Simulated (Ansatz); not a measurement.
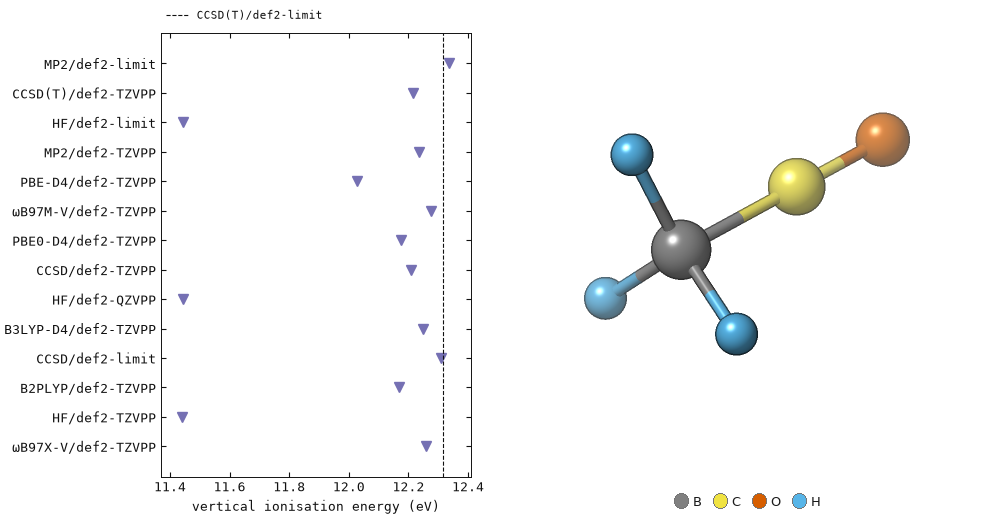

Vertical ionisation energy of CH₃BO, SMILES [BH3-]C#[O+], taken as the energy of the cation less that of the neutral at fixed geometry (unrestricted doublet cation, cores frozen in correlated methods, no spin-orbit coupling), the Ansatz code, at a PBE0-D4/def2-TZVP geometry (a minimum by its frequencies). Limit means an estimate of the basis limit from triple and quadruple zeta; for coupled cluster it is either extrapolated directly or built as the MP2 limit plus the step from MP2 in triple zeta. B2PLYP/def2-TZVPP holds a correlation term that converges slowly with the basis, so part of the distance to the limit is basis error. The distance of CCSD(T)/def2-TZVPP, MP2/def2-TZVPP and CCSD/def2-TZVPP to the limit includes basis error.

**Which level comes closest to the line (CCSD(T)/def2-limit), and which misses most?**

Closest CCSD/def2-limit (12.31 eV), against 12.32 eV; farthest HF/def2-TZVPP (11.44 eV).

**What range do the values span, the line included?**

From 11.44 eV (HF/def2-TZVPP) to 12.34 eV (MP2/def2-limit).
